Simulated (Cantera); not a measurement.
Feed: 1 mol TiO2, 24 mol H2, held at 0.133 bar.

These are equilibrium values from Cantera (NASA tables, ideal gas, pure condensed phases), not measurements of a reactor. Candidate condensed phases: H2O, Ti, TiO, TiO2, Ti2O3, Ti3O5, Ti4O7; 12 gas species. Mutual solubility and eutectic melting of coexisting phases are not modelled. Condensed phases not in the tables: Magnéli phases beyond Ti4O7. Kinetics and transport are ignored.

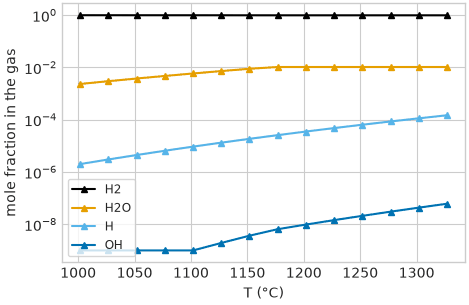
Figure: Equilibrium gas composition (values under 1e-9 drawn at 1e-9)

From 1002 °C to 1152 °C the condensed part is TiO2(rutile) + Ti4O7(s). From 1177 °C to 1327 °C the condensed part is Ti4O7(s).
